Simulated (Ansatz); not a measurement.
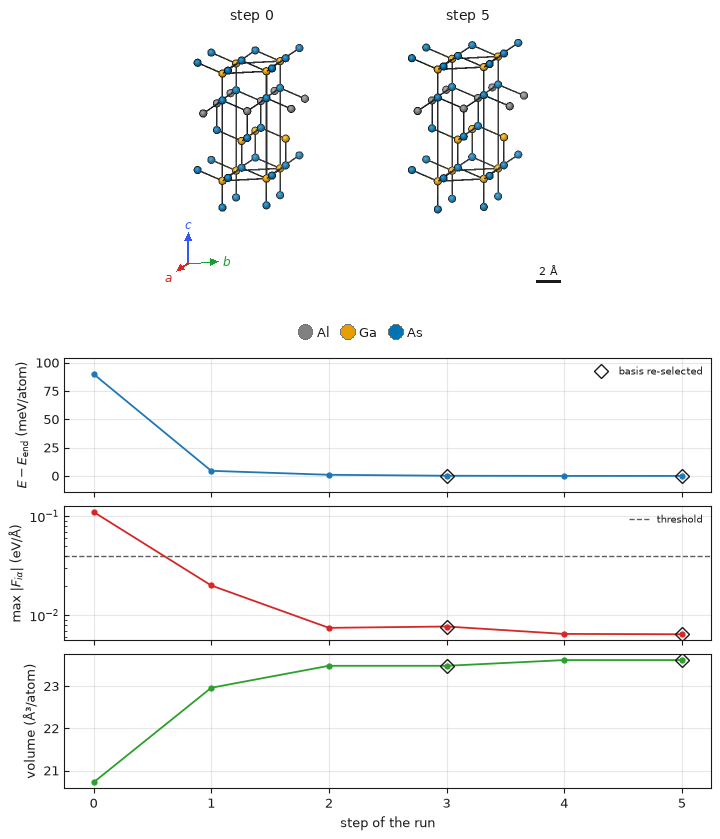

First and last geometry of a relaxation of crystalline AlGa2As3 (a generated structure, set up in P3m1) (coarse preliminary run), with the history of the run. The picture is a ball-and-stick view of the cell of the calculation, seen slightly off an axis.

All numbers below come from DFT PBE, scalar-relativistic, plane waves, PAW in Ansatz 0.2.0. (plane-wave cutoff 420 eV; k-point mesh 6 × 6 × 2; occupations gaussian; smearing width 0.1 eV; no spin polarisation; cell and atoms relaxed; force threshold 0.04 eV/Å; at most 70 steps)

### Did the run converge, and what did it change?

It converged. The energy falls by 90.0 meV per atom in 3 accepted moves (5 points after the start). The largest force component goes from 0.11 to 0.0065 eV/Å. Pressure: 11.18 GPa at the start and 0.02 GPa at the end. The SCF was repeated twice at an unchanged geometry on a basis and grid sized afresh for the cell, which shifted the energy by 0.8 meV per atom at most. The largest move relative to the cell is that of an As atom, 0.011 Å along −c. Largest moves by element: As 0.011 Å, Al 0.006 Å, Ga 0.001 Å. Cell: a = b 3.884 → 4.061 Å (+4.6 %), c 9.515 → 9.921 Å (+4.3 %). Volume +14.0 %. Near-neighbour distances that change, for instance: As–Ga 2.379 → 2.486 Å, Al–As 2.379 → 2.480 Å. The space group stays P3m1 (No. 156).

```json
{"step": "0", "E − E(0), meV/atom": "0.00", "largest force component, eV/Å": "0.1109", "pressure, GPa": "11.18", "volume, Å³/atom": "20.721", "note": ""}
{"step": "1", "E − E(0), meV/atom": "-85.50", "largest force component, eV/Å": "0.0201", "pressure, GPa": "1.90", "volume, Å³/atom": "22.962", "note": ""}
{"step": "2", "E − E(0), meV/atom": "-89.01", "largest force component, eV/Å": "0.0075", "pressure, GPa": "0.35", "volume, Å³/atom": "23.483", "note": ""}
{"step": "3", "E − E(0), meV/atom": "-89.85", "largest force component, eV/Å": "0.0077", "pressure, GPa": "0.39", "volume, Å³/atom": "23.483", "note": "same geometry, new basis"}
{"step": "4", "E − E(0), meV/atom": "-90.00", "largest force component, eV/Å": "0.0065", "pressure, GPa": "0.02", "volume, Å³/atom": "23.618", "note": ""}
{"step": "5", "E − E(0), meV/atom": "-90.02", "largest force component, eV/Å": "0.0065", "pressure, GPa": "0.02", "volume, Å³/atom": "23.618", "note": "same geometry, new basis"}
```
